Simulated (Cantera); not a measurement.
Input: 1 mol Al(CH3)3, 1.4 mol N2O, 220 mol N2, equilibrated at 1875 K.

Method: chemical equilibrium by Gibbs-energy minimisation in Cantera with the NASA 1993 tables (ideal gas, pure condensed phases). Candidate condensed phases: Al, AlN, Al2O3, C, C6H6, C7H8, C8H18, H2O; 148 gas species. The feed counts by its element totals alone. Equilibrium is a limit: real reactors are often held back by kinetics, nucleation or transport.

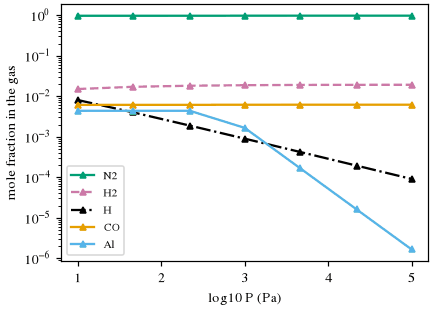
*Equilibrium gas composition (values under 1e-9 drawn at 1e-9)*

Problem. Read off the mole fractions at 10.0 mbar.

Solution. N2 about 0.97, H2 about 0.019, CO about 0.0062, Al about 0.0017, H about 0.00090.
